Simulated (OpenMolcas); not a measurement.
## Excited-state calculation, with input and output: C4H4 (part 4 of 4)

The same run, continued: C4H4; CASPT2/ANO-RCC-VDZ, DKH2 (OpenMolcas 26.06). The geometry comes from this level: GFN2-xTB.

Geometry of the input (Å):
```
C  -1.0860  1.5621  -0.8941
C  -0.3334  0.8389  -0.3001
C  0.5672  -0.0030  0.3866
C  0.4423  -1.3241  0.4286
H  -1.7516  2.1932  -1.4033
H  1.3833  0.5027  0.8888
H  1.1464  -1.9394  0.9622
H  -0.3681  -1.8304  -0.0688
```

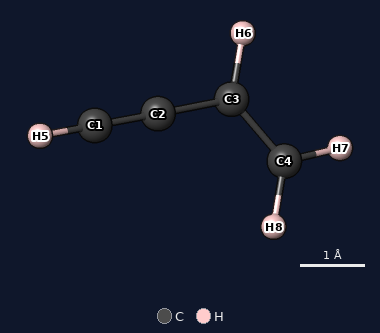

Fig. 1: The structure (ball-and-stick view, seen at a tilt; atoms are numbered from 1 in the order of the input).

What the program printed, continued:
```
       EIGENSTATES OF A SPIN-FREE HAMILTONIAN WILL BE COMPUTED BASED ON:

  a Hamiltonian matrix assumed to be diagonal with energies read from the wavefunction file(s).

  Nr of states:                    3

   State:        1   2   3
  JobIph:        1   1   1
 Root nr:        1   2   3

  HAMILTONIAN MATRIX FOR THE ORIGINAL STATES:

  Diagonal, with energies
   -154.10206754   -153.83901301   -153.82727155

      OVERLAP MATRIX FOR THE ORIGINAL STATES:

  Diagonal, with elements
      1.00000000      1.00000000      1.00000000

::    RASSI State    1     Total energy:    -154.10206753599408
::    RASSI State    2     Total energy:    -153.83901301149757
::    RASSI State    3     Total energy:    -153.82727154881849

      ****************************************************************************************************
      *                                         Spin-free section                                        *
      *                 Note: index according to input order, order according to energy.                 *
      ****************************************************************************************************

  SPIN-FREE ENERGIES:
  (Shifted by EMIN (a.u.) =       -154.1020675360)

 SF State       Relative EMIN(au)   Rel lowest level(eV)    D:o, cm**(-1)

     1             0.0000000000        0.0000000000              0.0000
     2             0.2630545245        7.1580782698          57733.7948
     3             0.2747959872        7.4775797459          60310.7480

++ Dipole transition strengths (spin-free states):
   -----------------------------------------------
     for osc. strength at least  1.00000000E-05

      From   To        Osc. strength     Einstein coefficients Ax, Ay, Az (sec-1)    Total A (sec-1)
     -----------------------------------------------------------------------------------------------
         1    2       2.58626055E-05  4.04107393E+04  3.83101775E+03  1.32591519E+04  5.75009090E+04
         1    3       2.20893978E-01  8.77404934E+07  3.74472060E+08  7.37266563E+07  5.35939209E+08
     -----------------------------------------------------------------------------------------------
--

++ Velocity transition strengths (spin-free states):
   -------------------------------------------------
     for osc. strength at least  1.00000000E-05

      From   To        Osc. strength     Einstein coefficients Ax, Ay, Az (sec-1)    Total A (sec-1)
     -----------------------------------------------------------------------------------------------
         1    2       1.02551738E-04  8.92147717E+04  1.49700222E+03  1.37293798E+05  2.28005571E+05
         1    3       1.17929615E-01  8.04100320E+07  1.48057837E+08  5.76562936E+07  2.86124163E+08
         2    3       5.39968959E-04  7.73869879E+02  1.30099004E+01  1.60491592E+03  2.39179570E+03
     -----------------------------------------------------------------------------------------------
--

++ Length and velocity gauge comparison (spin-free states):
   --------------------------------------------------------

 --------------------------------------------------
 A comparison between the dipole oscillator strengths in
 length and velocity gauge will be performed

     All dipole oscillator differences above the tolerance of   1.00000000E-01  will be printed

 Due to basis set deficiency these oscillator may be problematic

 The tolerance is defined as ABS(1-O_l/O_v)
 O_l : dipole oscillator strength in length gauge
 O_p : dipole oscillator strength in velocity gauge
 --------------------------------------------------

  Problematic transitions have been found

      From   To       Difference (%) Osc. st. (len.) Osc. st. (vel.)
     ---------------------------------------------------------------
         1    2            74.780919  2.58626055E-05  1.02551738E-04
         1    3            87.310014  2.20893978E-01  1.17929615E-01
         2    3      --------------- below threshold  5.39968959E-04
     ---------------------------------------------------------------

 Number of problematic transitions =                     3

--

 Electric-dipole - electric-octupole not included
 Electric-dipole - magnetic-quadrupole not included

      ****************************************************************************************************
      *                                    Special properties section                                    *
      ****************************************************************************************************

--- Stop Module: rassi /rc=_RC_ALL_IS_WELL_ ---

.##################.
.# Happy landing! #.
.##################.

    Timing: Wall=5.39 User=2.93 System=0.63
```

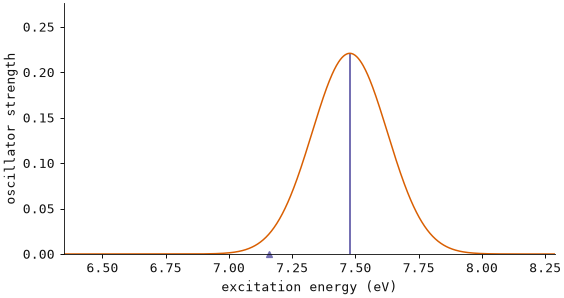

Fig. 2: Computed excitations as sticks (degenerate states added up, dark ones marked on the axis), with a Gaussian envelope of 0.35 eV full width at half maximum, scaled to the tallest. Of the 2 states the lowest lies at 7.16 eV (f = 0.000); the strongest line is at 7.48 eV, or 166 nm (f = 0.221).

Results in brief:

- outcome: converged
- total energy: −154.102068 hartree
- CASSCF energy: −153.813211 hartree
- basis functions: 44
- lowest singlet excitation: 7.16 eV
- hardware: 1 thread of Arm Neoverse V2, 24 GiB of memory available, shared host
- wall time: 5.7 s (CPU time 3.8 s; the host was busy)
- peak memory: 0.08 GiB
